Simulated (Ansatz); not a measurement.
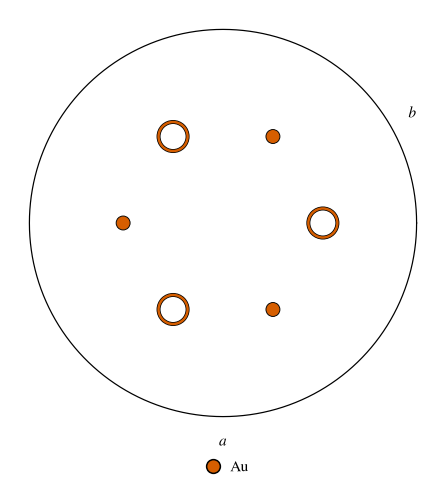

For Au2BrCl, the end point of a relaxation with DFT PBE, scalar-relativistic, plane waves, PAW in Ansatz; the starting structure was generated, so it need not be a known form of this composition: directions from one bromine atom at (2/3, 1/3, 5/6) to its bonded neighbours, in stereographic projection down c (filled: above the plane of the page or in it, open: below). All values are computed from the atomic coordinates in the standard setting (tolerance 0.002 Å).

Neighbours are counted up to 3.12 Å for Au; other elements are left out.

```
CELL_PARAMETERS angstrom
4.04177 0.00000 0.00000
-2.02088 3.50027 0.00000
0.00000 0.00000 19.58175
ATOMIC_POSITIONS crystal
Au 0.33333 0.66667 0.91811
Au 0.00000 0.00000 0.74856
Br 0.66667 0.33333 0.83333
Cl 0.00000 0.00000 0.00000
Au 0.00000 0.00000 0.25144
Au 0.66667 0.33333 0.08189
Br 0.33333 0.66667 0.16667
Cl 0.66667 0.33333 0.33333
Au 0.66667 0.33333 0.58478
Au 0.33333 0.66667 0.41522
Br 0.00000 0.00000 0.50000
Cl 0.33333 0.66667 0.66667
```

Q: How many neighbours are there, and at what angles?

A: 6: 6 Au at 2.86 Å. Angles between bonds: 90° (12×), 180° (3×).

Q: What is the site's symmetry in the crystal?

A: Point group -3m (D3d), order 12: one threefold axis, three twofold axes, three mirror planes, an inversion centre. In No. 166, R-3m, hexagonal axes this is Wyckoff position 3b.
